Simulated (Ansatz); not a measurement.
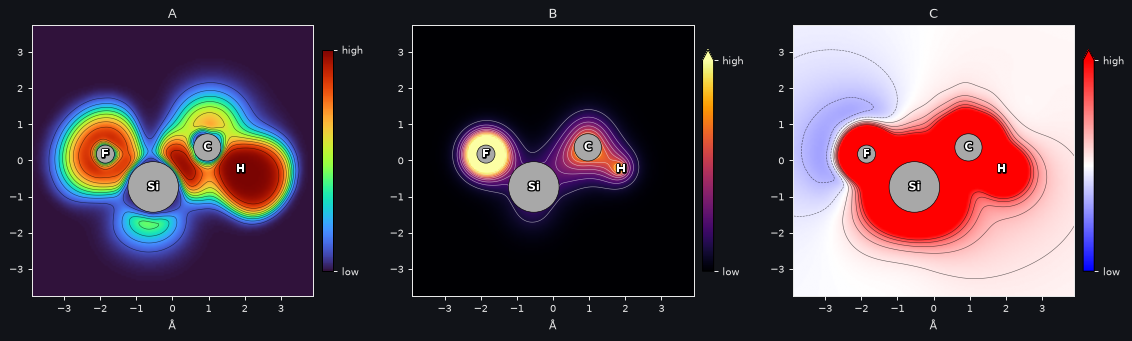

CH$_{5}$FSi···H$_{2}$: 3 fields on the plane of atoms C5, Si1 and F7, with unlabelled colour scales. Grey discs cover the atomic cores.

The product side of a reaction path; geometry: PBE0-D4/def2-TZVP.

Level of theory: RKS PBE0-D4/def2-TZVPP in Ansatz.

> The panels show electron density, electron localisation function and electrostatic potential in some order. Assign them.

Panel A: electron localisation function. Panel B: electron density. Panel C: electrostatic potential (strongly positive close to the atoms, with negative regions outside electron-rich atoms). From the grid: Si–F (1.61 Å): ρ is about 1.1 e/Å³ halfway; the ELF peaks at about 0.85 in the valence shell of F, 0.6 Å from its nucleus, and is about 0.50 at the midpoint. C–Si (1.85 Å): ρ is about 1 e/Å³ halfway; the ELF peaks at about 0.95 between the atoms; localised, covalent bonding.
